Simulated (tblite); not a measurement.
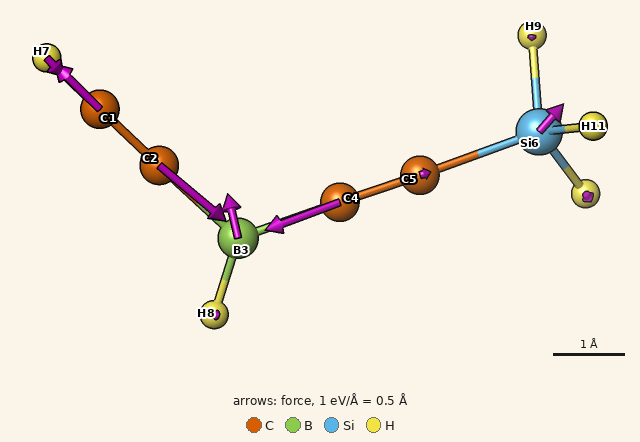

Starting geometry of C4H5BSi with the computed forces as purple arrows. A ball-and-stick model, seen at a tilt.

Method: GFN2-xTB geometry optimisation, gas phase in tblite 0.8.0. 

What follows when this structure is relaxed?

It isn't relaxed: the largest force vector, on a C atom, is 2.54 eV/Å. The final displacements have little in common with the starting forces (cosine between the two patterns 0.27). The atom that moves furthest after the best rigid fit is an H atom (0.13 Å). Largest moves by element: H 0.13 Å, C 0.07 Å, B 0.06 Å, Si 0.03 Å. Near-neighbour distances that change, for instance: B–C 1.562 → 1.505 Å, B–C 1.542 → 1.503 Å, C–Si 1.814 → 1.847 Å, C–H 1.075 → 1.052 Å. Among the angles between lasting bonds that change: C–Si–H 112.4° → 107.6°, C–B–H 117.5° → 120.6°, H–Si–H 107.9° → 110.9°. After 39 geometry steps the energy has fallen by 3.25 kcal/mol. Cost: 0.3 s on 1 thread of Arm Neoverse N1, on a shared host.
